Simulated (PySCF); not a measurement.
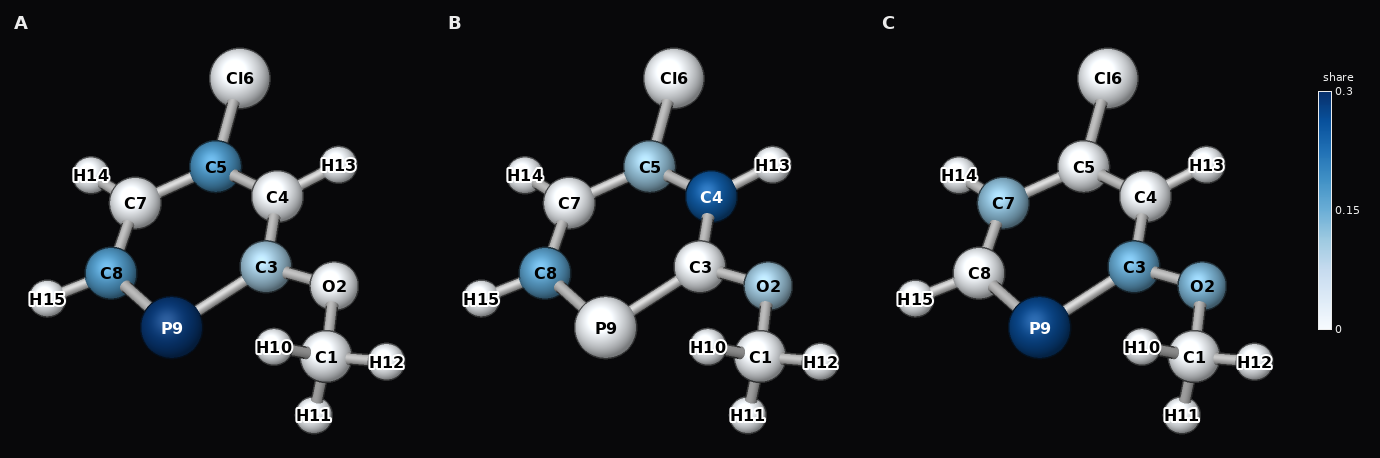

Each panel colours the atoms by their Löwdin share in one orbital (up to four of the largest shares; other atoms are shown as zero). The geometry was computed by an optimisation with GFN2-xTB. No frequency run is at hand to confirm it as a minimum. Computed with B3LYP/def2-SVPD (PySCF 2.14.0).

The panels show the HOMO−1, HOMO, LUMO, in some order. Which is which?

Answer. A: LUMO, −1.73 eV; P9 0.29, C5 0.18, C8 0.17, C3 0.11
B: HOMO−1, −7.23 eV; C4 0.25, C8 0.16, C5 0.12, O2 0.11
C: HOMO, −6.57 eV; P9 0.27, C3 0.15, O2 0.14, C7 0.12

The geometry is semi-empirical. Around P such bond lengths and angles can be off by a tenth of an ångström or more and by several degrees, and values that hang on the shape move with them.
